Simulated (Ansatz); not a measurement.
The parent structure is AlN in the wurtzite structure (space group P6_3mc, No. 186; a = 3.114 Å, c = 4.984 Å).

It is then changed as follows: Ga replaces 83.3 % of the Al, ordered in a cell of 12 atoms (starting symmetry P3m1) and fully relaxed.

Method: PBEsol (Ansatz, a first-principles code, PAW, scalar-relativistic without spin-orbit coupling).

The zone is the changed cell's own and can be folded.

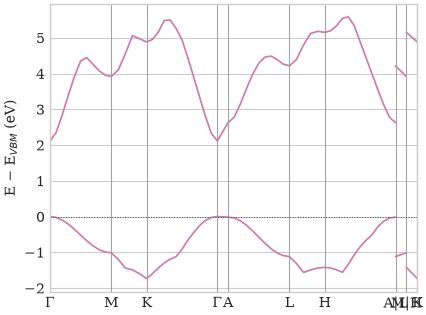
Figure: Highest valence and lowest conduction band along the path of the changed cell's own zone

Task: Read the changed gap and its character from the plot.

Result: About 2.1 eV, direct at Γ.

These are small ordered cells, not random alloys; other orderings at the same x differ. No phonon test of stability was made. Labels are those of the standard path for the cell's own space group.
